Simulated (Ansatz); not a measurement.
# CH4F2O2Sn: geometry and vibrations

Aim: relax CH4F2O2Sn from a cheap starting geometry, then compute its harmonic vibrations to see whether it is a minimum and to get the zero-point energy and entropy, and look at its orbitals and charge.

The runs use Ansatz 0.2.0, Gaussian basis; RKS PBE0-D4/def2-TZVP.

Plan: relaxation at PBE-D4/def2-SVP; relaxation at PBE0-D4/def2-TZVP; harmonic vibrations at the same level; a single point in def2-TZVPP for the fields.

## Step 1: Where the work starts

10 atoms, charge 0, spin multiplicity 1.

Atoms are counted from 1 here; the program's logs count them from 0.

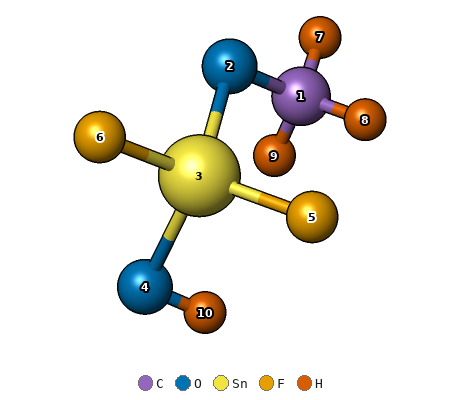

As it starts; carbon purple, oxygen blue, tin yellow, fluorine amber, hydrogen orange; atoms are numbered from 1 in the order of the file.

Coordinates:

```csv
atom,x (Å),y (Å),z (Å)
C1,-0.12920,-1.59130,0.14220
O2,-0.35390,-0.60070,1.14630
Sn3,-0.24990,1.20780,0.29630
O4,1.66160,1.45620,-0.47550
F5,-1.55440,1.37010,-1.10480
F6,-0.51930,2.58340,1.66140
H7,-0.22940,-2.55830,0.57670
H8,-0.93330,-1.43120,-0.64800
H9,0.83350,-1.43540,-0.28830
H10,1.55750,0.94820,-1.30340
```

The start is a force-field geometry with small random shifts, so a cheaper pass at PBE-D4/def2-SVP comes first. Sn takes the def2 core potential; no spin-orbit term is included.

## Step 2: Geometry optimisation, PBE-D4/def2-SVP (cheap first pass)

in.yaml reads:

```yaml
crystal:
  periodic: [false, false, false]
  atoms:
    - {symbol: C, position_ang: [-0.129200, -1.591300, 0.142200]}
    - {symbol: O, position_ang: [-0.353900, -0.600700, 1.146300]}
    - {symbol: Sn, position_ang: [-0.249900, 1.207800, 0.296300]}
    - {symbol: O, position_ang: [1.661600, 1.456200, -0.475500]}
    - {symbol: F, position_ang: [-1.554400, 1.370100, -1.104800]}
    - {symbol: F, position_ang: [-0.519300, 2.583400, 1.661400]}
    - {symbol: H, position_ang: [-0.229400, -2.558300, 0.576700]}
    - {symbol: H, position_ang: [-0.933300, -1.431200, -0.648000]}
    - {symbol: H, position_ang: [0.833500, -1.435400, -0.288300]}
    - {symbol: H, position_ang: [1.557500, 0.948200, -1.303400]}
basis:
  gaussian: {orbitals: def2-SVP}
hamiltonian: {xc: pbe, dispersion: d4}
relax: {f_tol: 0.03, max_steps: 200}
```

Run with:

```sh
$ ansatz run in.yaml --threads 2 --pin off --events-out ev --progress --plain --max-ram 32768MiB --backend cpu
```

Log (excerpt; [...] marks lines left out):

```text
Functional definition: PBE
  name "PBE"
  cite "Perdew, Burke & Ernzerhof, Phys. Rev. Lett. 77, 3865 (1996) doi:10.1103/PhysRevLett.77.3865"
  parent pbe
[...]
1263 factors; their error is unknown
[...]
mean field -16443.27172817 eV, -604.2790903602 hartree, gradient 2.6e-5 eV, S^2 0.000000; 0 other end points of the search recorded, 0 dependent functions left out
[...]
reference -16443.27177038 eV, -604.2790919117 hartree; 33, 33 occupied and 83, 83 virtual orbitals, 1263 factors
relax step   1: F+E_penalty+E_count = -16443.47333909 eV  Δ(F+E_penalty+E_count) = +0.000e0 eV  max|allowed force component| = 2.094e0 eV/Å  Δτ_max = 0.0000 Å  (30 SCF iters, accepted)
[...]
relax step   4: F+E_penalty+E_count = -16443.78993434 eV  Δ(F+E_penalty+E_count) = -1.332e-2 eV  max|allowed force component| = 1.220e0 eV/Å  Δτ_max = 0.1935 Å  (33 SCF iters, accepted)
[...]
relax step   7: F+E_penalty+E_count = -16443.82994850 eV  Δ(F+E_penalty+E_count) = -3.538e-4 eV  max|allowed force component| = 5.239e-1 eV/Å  Δτ_max = 0.0576 Å  (32 SCF iters, accepted)
[...]
relax step  10: F+E_penalty+E_count = -16443.83984692 eV  Δ(F+E_penalty+E_count) = -3.656e-3 eV  max|allowed force component| = 3.491e-2 eV/Å  Δτ_max = 0.0975 Å  (31 SCF iters, accepted)
[...]
relax step  12: F+E_penalty+E_count = -16443.84042770 eV  Δ(F+E_penalty+E_count) = +2.317e-5 eV  max|allowed force component| = 8.406e-2 eV/Å  Δτ_max = 0.0311 Å  (32 SCF iters, rejected (line search))
[...]
relax step  13: F+E_penalty+E_count = -16443.84056144 eV  Δ(F+E_penalty+E_count) = -1.106e-4 eV  max|allowed force component| = 8.222e-3 eV/Å  Δτ_max = 0.0153 Å  (33 SCF iters, accepted)
1263 factors; their error is unknown
mean field -16443.64229599 eV, -604.2927084766 hartree, gradient 1.2e-5 eV, S^2 0.000000; 1 other end points of the search recorded, 0 dependent functions left out
[...]
reference -16443.64233925 eV, -604.2927100663 hartree; 33, 33 occupied and 83, 83 virtual orbitals, 1263 factors
Total energy: -16443.84060470 eV, -604.2999961873 hartree
Atom 0 at    -0.227083    -1.758373     0.219854 Å, force    -0.002055     0.001910     0.000799 eV/Å
Atom 1 at    -0.443782    -0.600061     1.025115 Å, force     0.004993    -0.000603    -0.002876 eV/Å
Atom 2 at    -0.144041     1.180912     0.204441 Å, force    -0.003950    -0.003020     0.001306 eV/Å
Atom 3 at     1.663407     1.322355    -0.613259 Å, force    -0.002949     0.008222    -0.006927 eV/Å
Atom 4 at    -1.447687     1.611628    -1.181133 Å, force     0.001304    -0.000708    -0.000299 eV/Å
Atom 5 at    -0.421692     2.490197     1.608311 Å, force     0.001558    -0.000119    -0.000818 eV/Å
Atom 6 at    -0.340187    -2.636276     0.889968 Å, force    -0.001132     0.000507     0.000548 eV/Å
Atom 7 at    -0.973986    -1.857612    -0.600317 Å, force     0.000603    -0.000142     0.000273 eV/Å
Atom 8 at     0.793288    -1.797592    -0.223973 Å, force    -0.000716    -0.000839     0.000462 eV/Å
Atom 9 at     1.624965     1.993621    -1.326110 Å, force     0.002344    -0.005208     0.007532 eV/Å
Dipole moment:     0.243016    -0.306358    -0.368229 e Å
```

Run time: 24 s. Hardware: 2 threads of AMD EPYC 7R13, shared host.

Step by step: (the energy doesn't fall at every step)

```csv
step,energy from step 1 (eV),largest force component (eV/Å)
1,0.0000,2.0945
2,-0.2710,0.7428
3,-0.3033,1.0585
4,-0.3166,1.2196
5,-0.3452,0.7121
6,-0.3563,0.1242
7,-0.3566,0.5239
8,-0.3629,0.3254
9,-0.2565,2.1117
10,-0.3665,0.0349
11,-0.3671,0.0126
12,-0.3671,0.0841
13,-0.3672,0.0082
```

The force was under the threshold of 0.03 eV/Å already at step 11, but the program went on to step 13.

Distances of close pairs at the start and the end, largest changes first:

```csv
bond,before (Å),after (Å),change (Å)
Sn3–O4,2.076,1.989,-0.087
C1–H9,1.066,1.113,+0.047
C1–H7,1.065,1.110,+0.045
Sn3–F5,1.921,1.951,+0.029
C1–H8,1.139,1.114,-0.025
O2–Sn3,2.001,1.984,-0.017
Sn3–F6,1.957,1.940,-0.017
O4–H10,0.977,0.980,+0.003
```

## Step 3: Relaxation at PBE0-D4/def2-TZVP

in.yaml reads:

```yaml
crystal:
  periodic: [false, false, false]
  atoms:
    - {symbol: C, position_ang: [-0.227083, -1.758373, 0.219854]}
    - {symbol: O, position_ang: [-0.443782, -0.600061, 1.025115]}
    - {symbol: Sn, position_ang: [-0.144041, 1.180912, 0.204441]}
    - {symbol: O, position_ang: [1.663407, 1.322355, -0.613259]}
    - {symbol: F, position_ang: [-1.447687, 1.611628, -1.181133]}
    - {symbol: F, position_ang: [-0.421692, 2.490197, 1.608311]}
    - {symbol: H, position_ang: [-0.340187, -2.636276, 0.889968]}
    - {symbol: H, position_ang: [-0.973986, -1.857612, -0.600317]}
    - {symbol: H, position_ang: [0.793288, -1.797592, -0.223973]}
    - {symbol: H, position_ang: [1.624965, 1.993621, -1.326110]}
basis:
  gaussian: {orbitals: def2-TZVP}
hamiltonian: {xc: pbe0, dispersion: d4}
relax: {f_tol: 0.005, max_steps: 150}
```

Run with:

```sh
$ ansatz run in.yaml --threads 2 --pin off --events-out ev --progress --plain --max-ram 32768MiB --backend cuda --devices 0, --max-vram 18GiB
```

Log (excerpt; [...] marks lines left out):

```text
Functional definition: PBE0
  name "PBE0"
  cite "Adamo & Barone, J. Chem. Phys. 110, 6158 (1999) doi:10.1063/1.478522"
  cite "Perdew, Burke & Ernzerhof, Phys. Rev. Lett. 77, 3865 (1996) doi:10.1103/PhysRevLett.77.3865"
  parent pbe
[...]
1431 factors; their error is unknown
[...]
mean field -16457.54520137 eV, -604.8036308255 hartree, gradient 3.2e-5 eV, S^2 0.000000; 0 other end points of the search recorded, 0 dependent functions left out
[...]
reference -16457.54524056 eV, -604.8036322656 hartree; 33, 33 occupied and 196, 196 virtual orbitals, 1431 factors
relax step   1: F+E_penalty+E_count = -16457.71426093 eV  Δ(F+E_penalty+E_count) = +0.000e0 eV  max|allowed force component| = 1.189e0 eV/Å  Δτ_max = 0.0000 Å  (31 SCF iters, accepted)
[...]
Atom 0 at    -0.221377    -1.747878     0.213839 Å, force     0.000617    -0.002389    -0.002019 eV/Å
Atom 1 at    -0.437262    -0.567080     0.972632 Å, force    -0.000743     0.001212     0.001498 eV/Å
Atom 2 at    -0.145828     1.165053     0.197914 Å, force     0.001022     0.000529    -0.000115 eV/Å
Atom 3 at     1.600525     1.320797    -0.610311 Å, force    -0.001389     0.001647    -0.001496 eV/Å
Atom 4 at    -1.437463     1.593098    -1.131453 Å, force     0.000004    -0.000268     0.000298 eV/Å
Atom 5 at    -0.398146     2.433919     1.575782 Å, force    -0.000311     0.000819     0.000466 eV/Å
Atom 6 at    -0.359752    -2.589842     0.894606 Å, force     0.000019     0.000212    -0.000239 eV/Å
Atom 7 at    -0.942263    -1.842793    -0.604627 Å, force     0.000170    -0.000312     0.000234 eV/Å
Atom 8 at     0.792608    -1.797302    -0.195913 Å, force    -0.000406     0.000165     0.000334 eV/Å
Atom 9 at     1.632160     1.980825    -1.309573 Å, force     0.001017    -0.001615     0.001038 eV/Å
Dipole moment:     0.256559    -0.332828    -0.350536 e Å
```

Run time: 30 s. Hardware: 1 × H100 (card shared with other runs) with 2 threads of AMD EPYC 7R13, shared host; peak host memory 0.84 GiB.

Along the way:

```csv
step,energy from step 1 (eV),largest force component (eV/Å)
1,0.0000,1.1890
2,-0.1611,0.2517
3,-0.1680,0.0576
4,-0.1689,0.0230
5,-0.1691,0.0158
6,-0.1691,0.0047
7,-0.1691,0.0065
8,-0.1691,0.0053
9,-0.1691,0.0024
```

The force was under the threshold of 0.005 eV/Å already at step 6, but the program went on to step 9.

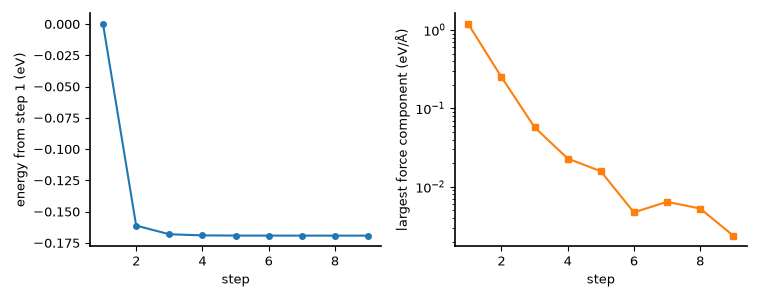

Energy and largest force along the relaxation.

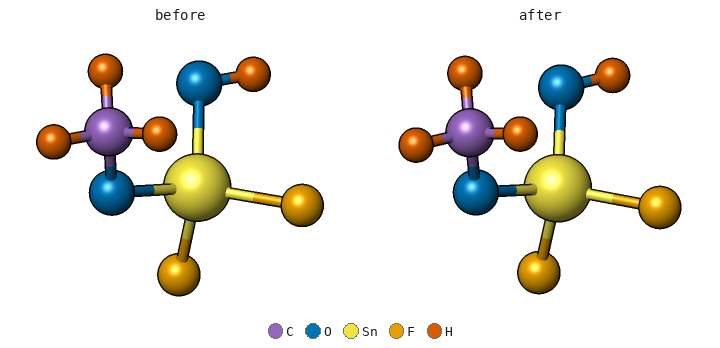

Before and after, at one scale.

Close pairs (by a distance rule), those that changed most:

```csv
bond,before (Å),after (Å),change (Å)
O2–Sn3,1.984,1.920,-0.064
Sn3–O4,1.989,1.931,-0.058
Sn3–F6,1.940,1.890,-0.050
Sn3–F5,1.951,1.902,-0.048
C1–H8,1.114,1.095,-0.019
C1–H7,1.110,1.092,-0.019
C1–H9,1.113,1.095,-0.019
O4–H10,0.980,0.962,-0.018
```

Mulliken charges at the end point, from the run's report:

```csv
atom,value (e)
C1,-0.22
O2,-0.49
Sn3,1.53
O4,-0.65
F5,-0.46
F6,-0.45
H7,0.14
H8,0.13
H9,0.13
H10,0.34
```

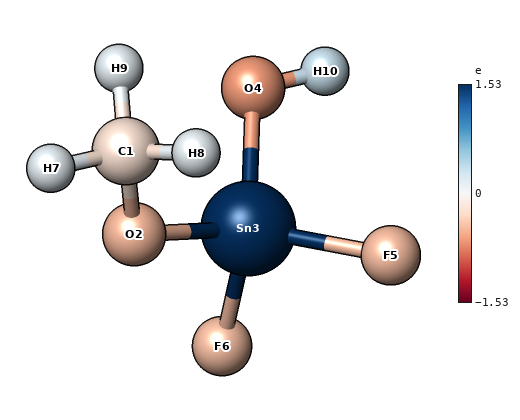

Mulliken charges at the end point, from the run's report, as colours on the atoms.

## Step 4: Vibrations by finite differences

in.yaml reads:

```yaml
crystal:
  periodic: [false, false, false]
  atoms:
    - {symbol: C, position_ang: [-0.221377, -1.747878, 0.213839]}
    - {symbol: O, position_ang: [-0.437262, -0.567080, 0.972632]}
    - {symbol: Sn, position_ang: [-0.145828, 1.165053, 0.197914]}
    - {symbol: O, position_ang: [1.600525, 1.320797, -0.610311]}
    - {symbol: F, position_ang: [-1.437463, 1.593098, -1.131453]}
    - {symbol: F, position_ang: [-0.398146, 2.433919, 1.575782]}
    - {symbol: H, position_ang: [-0.359752, -2.589842, 0.894606]}
    - {symbol: H, position_ang: [-0.942263, -1.842793, -0.604627]}
    - {symbol: H, position_ang: [0.792608, -1.797302, -0.195913]}
    - {symbol: H, position_ang: [1.632160, 1.980825, -1.309573]}
basis:
  gaussian: {orbitals: def2-TZVP}
hamiltonian: {xc: pbe0, dispersion: d4}
phonons: {temperatures: {t_min: 298.15, t_max: 900, t_step: 200}}
```

Launched as before.

Log (excerpt; [...] marks lines left out):

```text
Functional definition: PBE0
  name "PBE0"
  cite "Adamo & Barone, J. Chem. Phys. 110, 6158 (1999) doi:10.1063/1.478522"
  cite "Perdew, Burke & Ernzerhof, Phys. Rev. Lett. 77, 3865 (1996) doi:10.1103/PhysRevLett.77.3865"
  parent pbe
[...]
1431 factors; their error is unknown
[...]
mean field -16457.71168164 eV, -604.8097488626 hartree, gradient 3.1e-5 eV, S^2 0.000000; 0 other end points of the search recorded, 0 dependent functions left out
[...]
reference -16457.71172100 eV, -604.8097503089 hartree; 33, 33 occupied and 196, 196 virtual orbitals, 1431 factors
[...]
1431 factors; their error is unknown
mean field -16457.71150921 eV, -604.8097425260 hartree, gradient 2.3e-6 eV, S^2 0.000000; 0 other end points of the search recorded, 0 dependent functions left out
[...]
reference -16457.71154856 eV, -604.8097439722 hartree; 33, 33 occupied and 196, 196 virtual orbitals, 1431 factors
[...]
Atom 2 at    -0.145828     1.165053     0.197914 Å, force     0.000741     0.001058    -0.000036 eV/Å
Atom 3 at     1.600525     1.320797    -0.610311 Å, force    -0.001248     0.001529    -0.001371 eV/Å
Atom 4 at    -1.437463     1.593098    -1.131453 Å, force    -0.000196    -0.000288     0.000137 eV/Å
Atom 5 at    -0.398146     2.433919     1.575782 Å, force    -0.000122     0.000407     0.000348 eV/Å
Atom 6 at    -0.359752    -2.589842     0.894606 Å, force     0.000023     0.000205    -0.000220 eV/Å
Atom 7 at    -0.942263    -1.842793    -0.604627 Å, force     0.000190    -0.000300     0.000247 eV/Å
Atom 8 at     0.792608    -1.797302    -0.195913 Å, force    -0.000404     0.000198     0.000352 eV/Å
Atom 9 at     1.632160     1.980825    -1.309573 Å, force     0.001056    -0.001591     0.001018 eV/Å
Dipole moment:     0.256561    -0.332829    -0.350534 e Å
Vibrations: 29.99 92.48 98.38 122.22 153.46 179.81 190.74 200.45 256.60 594.27 641.85 656.32 668.54 875.74 1094.92 1175.47 1192.18 1476.91 1493.33 1497.80 3023.29 3091.51 3122.96 3873.77 cm⁻¹, zero-point energy 1.599582 eV
```

Wall time 2.5 min (1 × H100 (card shared with other runs) with 2 threads of AMD EPYC 7R13, shared host); peak host memory 0.84 GiB.

Motions are named by where the mode's potential energy lies. The modes, unscaled (a negative number is an imaginary wavenumber):

```csv
mode,cm⁻¹,motion
1,30,torsion
2,92,bend
3,98,torsion
4,122,torsion with bend
5,153,bend
6,180,bend with torsion
7,191,bend with torsion
8,200,torsion with bend
9,257,bend
10,594,Sn–O stretch
11,642,Sn–F stretch
12,656,Sn–F and Sn–O stretch
13,669,Sn–O and Sn–F stretch
14,876,bend
15,1095,C–O stretch
16,1175,bend
17,1192,bend
18,1477,bend
19,1493,bend
20,1498,bend
21,3023,C–H stretch
22,3092,C–H stretch
23,3123,C–H stretch
24,3874,O–H stretch
```

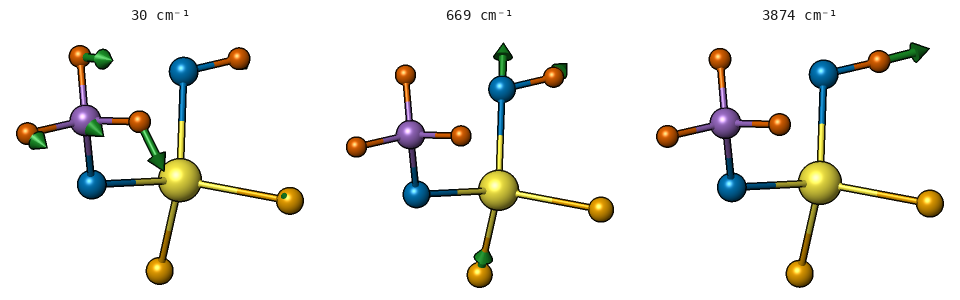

How the atoms move in 3 of the modes.

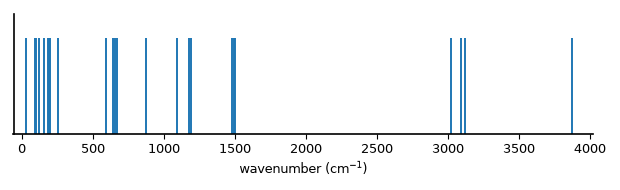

The harmonic wavenumbers as sticks (no intensities were computed).

From these modes and the moments of inertia (298.15 K, 1 bar, symmetry number 1):

```csv
term,value
zero-point energy,36.9 kcal/mol
H(298) − E,43.4 kcal/mol
"entropy, translation",175.2 J/(mol K)
"entropy, rotation",117.6 J/(mol K)
"entropy, vibration",120.8 J/(mol K)
"entropy, total",413.6 J/(mol K)
```

## Step 5: Fields at the relaxed geometry

Edit in.yaml of step 4 so:

```diff
@@ -14,4 +14,4 @@
 basis:
-  gaussian: {orbitals: def2-TZVP}
+  gaussian: {orbitals: def2-TZVPP}
 hamiltonian: {xc: pbe0, dispersion: d4}
-phonons: {temperatures: {t_min: 298.15, t_max: 900, t_step: 200}}
+output: {orbitals: {seedname: orbitals}}
```

Run with:

```sh
$ ansatz run in.yaml --threads 2 --pin off --events-out ev --progress --plain --max-ram 32768MiB --backend cpu
```

Log:

```text
Functional definition: PBE0
  name "PBE0"
  cite "Adamo & Barone, J. Chem. Phys. 110, 6158 (1999) doi:10.1063/1.478522"
  cite "Perdew, Burke & Ernzerhof, Phys. Rev. Lett. 77, 3865 (1996) doi:10.1103/PhysRevLett.77.3865"
  parent pbe
  parameter a = 0.25
  parameter kappa = 0.804
  parameter beta = 0.06672455060314922
  exchange = (1 - a)*pbe_x(kappa = kappa, mu = beta*pi^2/3) + a*exact_x
  correlation = pbe_c(beta = beta)
1491 factors; their error is unknown
mean field evaluation 1: about -16445.3081 eV, gradient 8.7e1 eV
mean field evaluation 2: about -16422.3733 eV, gradient 1.4e2 eV
mean field evaluation 4: about -16457.5893 eV, gradient 8.3e0 eV
mean field evaluation 8: about -16457.6891 eV, gradient 2.0e-1 eV
mean field evaluation 16: about -16457.7843 eV, gradient 4.3e-5 eV
mean field -16457.78433769 eV, -604.8124189234 hartree, gradient 3.0e-5 eV, S^2 0.000000; 0 other end points of the search recorded, 0 dependent functions left out
reference -16457.78437786 eV, -604.8124203993 hartree; 33, 33 occupied and 228, 228 virtual orbitals, 1491 factors
Total energy: -16457.95608589 eV, -604.8187305532 hartree
```

Wall time 5 s (2 threads of AMD EPYC 7R13, shared host); peak memory 0.71 GiB.

The fields below are evaluated on a grid from the run's orbitals.

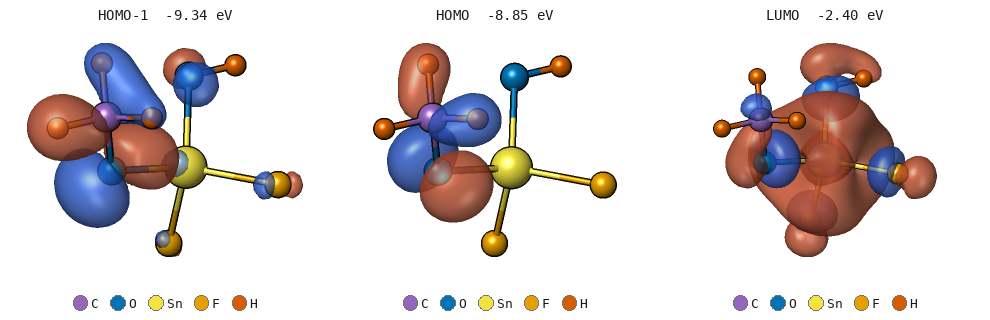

Frontier orbitals at PBE0-D4/def2-TZVPP; each surface holds 70 % of the orbital's density, blue and red mark the sign.

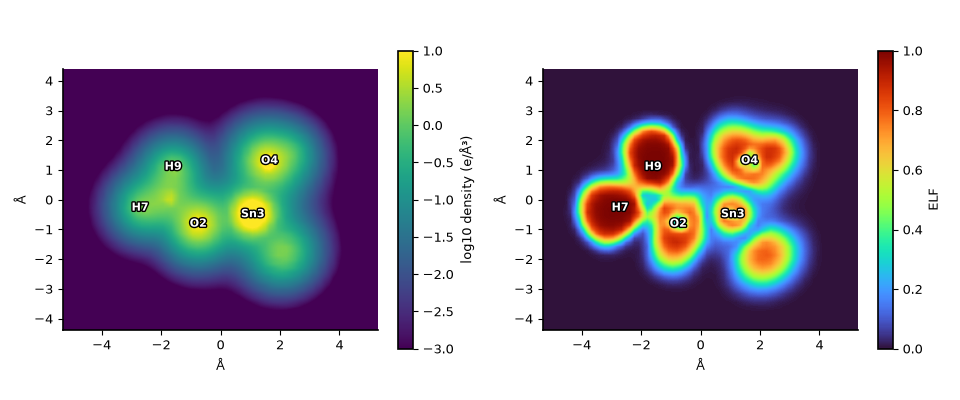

Density (left) and ELF (right) in a plane through or near 5 of the atoms.

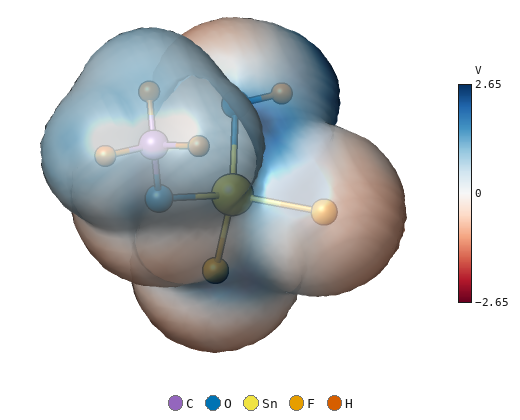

Electrostatic potential on the surface of density 0.002 e/bohr³; red is low, blue high. It runs from -1.10 V near F6 to 2.65 V near H10.

## Step 6: Results

| quantity | value |
| --- | --- |
| point group | C1 |
| steps | 13 + 9 |
| shift from the start (rms) | 0.418 Å |
| total energy | -16457.8834 eV |
| dispersion term | -172 meV |
| dipole moment | 2.63 D |
| lowest, highest wavenumber | 30, 3874 cm⁻¹ |
| zero-point energy | 36.9 kcal/mol |
| entropy at 298.15 K | 413.6 J/(mol K) |
| HOMO, LUMO | -8.85, -2.40 eV |

The relaxed geometry lies 0.42 Å (rms) from the start; the bond that changed most is Sn3–O4, from 2.076 to 1.931 Å. All wavenumbers are real, so the end point is a minimum. The stiffest mode, 3874 cm⁻¹, is an O–H stretch, and 7 modes under 200 cm⁻¹ make the vibrational entropy uncertain. Harmonic hybrid wavenumbers usually lie a few per cent above measured fundamentals. The largest Mulliken charge, +1.53 e, sits on Sn3. The HOMO lies mostly on O2 67 %; H8, H9 about 11 % each and the LUMO on Sn3 33 %; O2, O4 about 14 % each.
